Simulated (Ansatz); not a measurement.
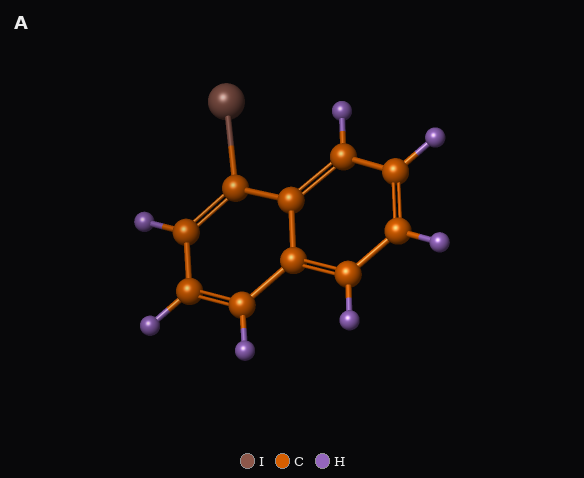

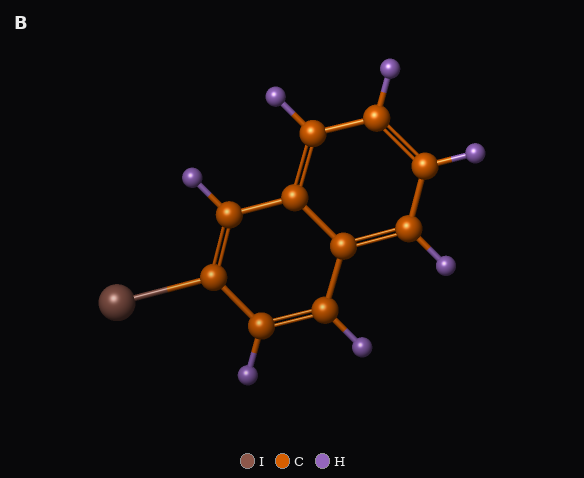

2 stationary structures of one formula. Geometries: PBE0-D4/def2-TZVP. Electronic energies: revPBE-D4/def2-TZVPP (Ansatz 0.2.0), without zero-point energy. No frequency run is at hand to confirm each as a minimum.

Which is lowest in energy, and by how much?

B is lowest; A lies 0.009 eV above it. A is `Ic1cccc2ccccc12`, B is `Ic1ccc2ccccc2c1`.

Give E(B) − E(A) in eV at these levels too: RHF-CCSD(T) (frozen core)/def2-SVP; direct RPA on PBE orbitals (frozen core)/def2-TZVPP; SPW92 (LDA)/def2-TZVPP; ωB97M-V/def2-QZVPP; ωB97M-V/def2-TZVPP; BLYP-D4/def2-TZVPP; CAM-B3LYP-D4/def2-TZVPP; RHF-MP2 (frozen core)/def2-QZVPP.

| level | E(B) − E(A) (eV) |
| --- | --- |
| RHF-CCSD(T) (frozen core)/def2-SVP | −0.033 |
| direct RPA on PBE orbitals (frozen core)/def2-TZVPP | −0.016 |
| SPW92 (LDA)/def2-TZVPP | +0.007 |
| ωB97M-V/def2-QZVPP | −0.023 |
| ωB97M-V/def2-TZVPP | −0.024 |
| BLYP-D4/def2-TZVPP | −0.014 |
| CAM-B3LYP-D4/def2-TZVPP | −0.032 |
| RHF-MP2 (frozen core)/def2-QZVPP | +0.017 |
